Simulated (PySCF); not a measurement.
# [Sm(NH3)]2+: forces at shaken geometries

Aim: move all atoms of relaxed [Sm(NH3)]2+ at random and read energies and forces. The structure is generated, not taken from experiment.

Method: BP86, Sm lcecp-0-SVP with ECP52, N def2-SVP, H def2-SVP; scalar-relativistic core potentials, no spin–orbit coupling; program: PySCF 2.14.0.

2 further runs of the same task are left out: 2 for a known fault of the program. Runs told in other sessions of the task aren't counted.

### Step 1. The system as given

5 atoms, charge 2, spin multiplicity 1.

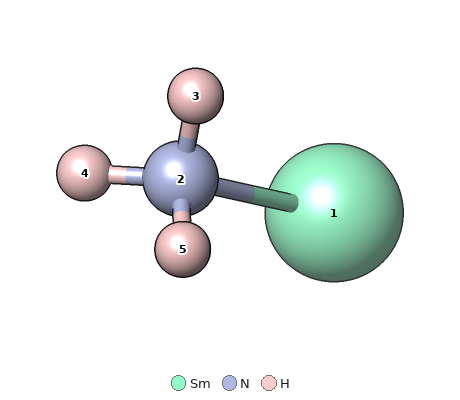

The structure; samarium green, nitrogen light blue, hydrogen pink; atoms are numbered from 1 in the order of the file.

Geometry (Å):

```xyz
5
charge 2, multiplicity 1
Sm    0.0000    0.0000   -0.2219
N     0.0000    0.0000    2.3863
H     0.9405    0.0000    2.8315
H    -0.4703    0.8144    2.8315
H    -0.4702   -0.8145    2.8315
```

Formal oxidation states: Sm +2. Each metal's 6 4f electrons lie in its core potential, so multiplicities, spins and levels count the valence alone. An earlier session relaxed this geometry at BP86, Sm lcecp-0-SVP with ECP52, N def2-SVP, H def2-SVP (singlet, point group C3v).

Its energy there is -84.858894 Eh.

### Step 2. Atoms moved at random, σ = 0.06 Å

run.py (the lines that set the calculation) reads:

```python
mol = gto.M(atom='''
Sm     0.07270    -0.07772    -0.30896
N      0.01040     0.10510     2.42236
H      0.90077     0.01375     2.93085
H     -0.54615     0.78760     2.83445
H     -0.43772    -0.82874     2.78033''',
    basis={'Sm': 'lcecp-0-SVP', 'N': 'def2-SVP', 'H': 'def2-SVP'},
    ecp={'Sm': 'lcecp-0-SVP'},
    charge=2, spin=0)
mf = dft.RKS(mol, xc='B88,P86')
mf.grids.atom_grid = (50, 194)  # f atoms: unpruned, at least (60, 302)
mf = mf.density_fit()  # fitting sets: Sm AutoAux, N def2-universal-JKFIT, H def2-universal-JKFIT
mf.conv_tol = 1e-08; mf.max_cycle = 55
mf.kernel(dm0)  # dm0: the density of the relaxed state
```

On the command line:

```console
> OMP_NUM_THREADS=2 python run.py
```

What it wrote:

```text
init E= -84.8358837794657
cycle= 1 E= -84.8489234996396  delta_E= -0.013  |g|= 0.0313  |ddm|= 0.212
cycle= 2 E= -84.8488431148719  delta_E= 8.04e-05  |g|= 0.0396  |ddm|= 0.0784
cycle= 3 E= -84.8491851326933  delta_E= -0.000342  |g|= 0.0116  |ddm|= 0.0425
cycle= 4 E= -84.8492162286243  delta_E= -3.11e-05  |g|= 0.00085  |ddm|= 0.00988
cycle= 5 E= -84.8492164086575  delta_E= -1.8e-07  |g|= 6.64e-05  |ddm|= 0.000903
cycle= 6 E= -84.8492164098373  delta_E= -1.18e-09  |g|= 1.05e-05  |ddm|= 8.86e-05
Extra cycle  E= -84.8492164098612  delta_E= -2.39e-11  |g|= 6.83e-06  |ddm|= 2.4e-05
converged SCF energy = -84.8492164098612
```

Run time: 1.5 s. Hardware: 2 threads of Arm Neoverse V1, shared host.

Result: E = -84.849216 Eh (+0.263 eV from the relaxed state), frontier levels not given, since the 4f levels lie in the core, Mulliken charge on Sm1 +1.70 e, largest force component 4.742 eV/Å. 

```
atom      Fx      Fy  Fz (eV/Å)
 Sm1   0.033   0.141      0.469
  N2   0.674  -4.742     -1.551
  H3   0.380   0.668      0.189
  H4  -1.481   2.380      1.503
  H5   0.394   1.553     -0.610
```

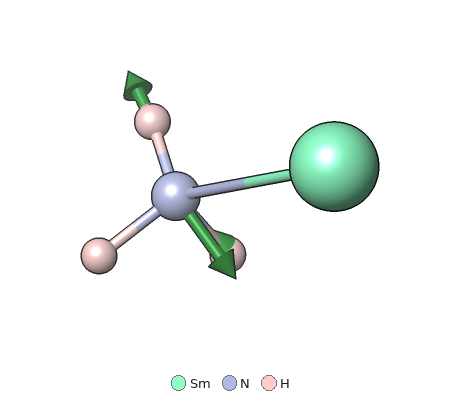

Forces as arrows, the longest for the largest force.

### Step 3. Atoms moved at random, σ = 0.03 Å

run.py (the lines that set the calculation) reads:

```python
mol = gto.M(atom='''
Sm     0.01765     0.03269    -0.21346
N      0.01951    -0.04995     2.39185
H      0.94339     0.02545     2.85118
H     -0.52823     0.81742     2.83709
H     -0.45232    -0.82561     2.79237''',
    basis={'Sm': 'lcecp-0-SVP', 'N': 'def2-SVP', 'H': 'def2-SVP'},
    ecp={'Sm': 'lcecp-0-SVP'},
    charge=2, spin=0)
mf = dft.RKS(mol, xc='B88,P86')
mf.grids.atom_grid = (50, 194)  # f atoms: unpruned, at least (60, 302)
mf = mf.density_fit()  # fitting sets: Sm AutoAux, N def2-universal-JKFIT, H def2-universal-JKFIT
mf.conv_tol = 1e-08; mf.max_cycle = 55
mf.kernel(dm0)  # dm0: the density of the relaxed state
```

On the command line:

```console
> OMP_NUM_THREADS=2 python run.py
```

What it wrote:

```text
init E= -84.8360113594491
cycle= 1 E= -84.8525598745992  delta_E= -0.0165  |g|= 0.0401  |ddm|= 0.114
cycle= 2 E= -84.8525062346948  delta_E= 5.36e-05  |g|= 0.0448  |ddm|= 0.0777
cycle= 3 E= -84.8529170240988  delta_E= -0.000411  |g|= 0.0154  |ddm|= 0.0468
cycle= 4 E= -84.8529706671258  delta_E= -5.36e-05  |g|= 0.000524  |ddm|= 0.0125
cycle= 5 E= -84.8529707398064  delta_E= -7.27e-08  |g|= 7.37e-05  |ddm|= 0.000595
cycle= 6 E= -84.8529707414035  delta_E= -1.6e-09  |g|= 6.75e-06  |ddm|= 9.6e-05
Extra cycle  E= -84.8529707414127  delta_E= -9.24e-12  |g|= 4.59e-06  |ddm|= 1.42e-05
converged SCF energy = -84.8529707414127
```

It took 1.5 s on 2 threads of Arm Neoverse V1, shared host.

Result: E = -84.852971 Eh (+0.161 eV from the relaxed state), frontier levels not given, since the 4f levels lie in the core, Mulliken charge on Sm1 +1.68 e, largest force component 3.787 eV/Å. 

```
atom      Fx      Fy  Fz (eV/Å)
 Sm1   0.026  -0.025     -0.015
  N2  -0.507   3.787     -0.287
  H3   0.115  -0.218      0.186
  H4   1.146  -1.814     -0.886
  H5  -0.779  -1.728      1.003
```

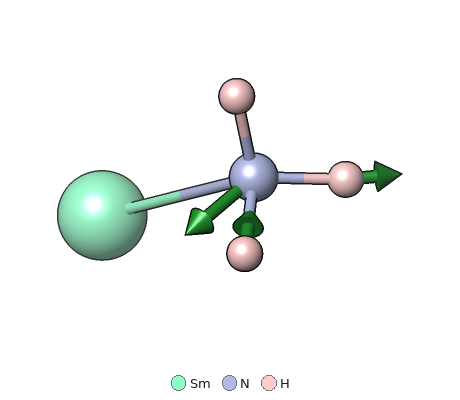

Forces as arrows, the longest for the largest force.

### Step 4. Atoms moved at random, σ = 0.03 Å

run.py (the lines that set the calculation) reads:

```python
mol = gto.M(atom='''
Sm     0.01508     0.01045    -0.26893
N      0.00612    -0.00532     2.41083
H      0.94001    -0.00947     2.82462
H     -0.49372     0.80961     2.83779
H     -0.46749    -0.80527     2.85473''',
    basis={'Sm': 'lcecp-0-SVP', 'N': 'def2-SVP', 'H': 'def2-SVP'},
    ecp={'Sm': 'lcecp-0-SVP'},
    charge=2, spin=0)
mf = dft.RKS(mol, xc='B88,P86')
mf.grids.atom_grid = (50, 194)  # f atoms: unpruned, at least (60, 302)
mf = mf.density_fit()  # fitting sets: Sm AutoAux, N def2-universal-JKFIT, H def2-universal-JKFIT
mf.conv_tol = 1e-08; mf.max_cycle = 55
mf.kernel(dm0)  # dm0: the density of the relaxed state
```

On the command line:

```console
> OMP_NUM_THREADS=2 python run.py
```

What it wrote:

```text
init E= -84.8659626574985
cycle= 1 E= -84.8578990809557  delta_E= 0.00806  |g|= 0.0131  |ddm|= 0.0605
cycle= 2 E= -84.857842035606  delta_E= 5.7e-05  |g|= 0.0211  |ddm|= 0.0274
cycle= 3 E= -84.857939231156  delta_E= -9.72e-05  |g|= 0.00273  |ddm|= 0.0182
cycle= 4 E= -84.8579409693055  delta_E= -1.74e-06  |g|= 0.000254  |ddm|= 0.00274
cycle= 5 E= -84.8579409859934  delta_E= -1.67e-08  |g|= 1.97e-05  |ddm|= 0.000269
cycle= 6 E= -84.857940986111  delta_E= -1.18e-10  |g|= 3.2e-06  |ddm|= 2.8e-05
Extra cycle  E= -84.8579409861116  delta_E= -5.97e-13  |g|= 3.11e-06  |ddm|= 6.55e-06
converged SCF energy = -84.8579409861116
```

Wall time 1.5 s (2 threads of Arm Neoverse V1, shared host).

It gives: E = -84.857941 Eh (+0.026 eV from the relaxed state), frontier levels not given, since the 4f levels lie in the core, Mulliken charge on Sm1 +1.69 e, largest force component 0.795 eV/Å. 

```
atom      Fx      Fy  Fz (eV/Å)
 Sm1  -0.010  -0.015      0.280
  N2  -0.795   0.422     -0.730
  H3   0.588   0.114      0.405
  H4   0.330  -0.149     -0.067
  H5  -0.114  -0.372      0.111
```

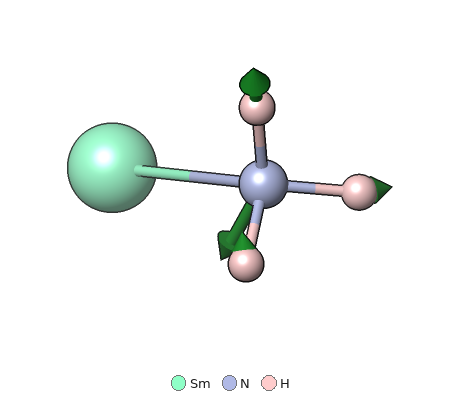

Forces as arrows, the longest for the largest force.

### Step 5. Results

| σ (Å) | energy rise (eV) | harmonic estimate −½ F·u (eV) | largest force component (eV/Å) |
| --- | --- | --- | --- |
| 0.06 | 0.263 | 0.254 | 4.74 |
| 0.03 | 0.161 | 0.157 | 3.79 |
| 0.03 | 0.026 | 0.026 | 0.79 |

Every displacement raises the energy. For a harmonic well the rise equals −½ F·u; the two differ by at most 3 % here (a move with σ = 0.06 Å), from anharmonicity, the grid and the small forces left at the relaxed point. The bases are small and lack diffuse functions. Spin–orbit coupling is left out. The core potential fixes the 4f count, so no charge can pass from the ligands into that shell.
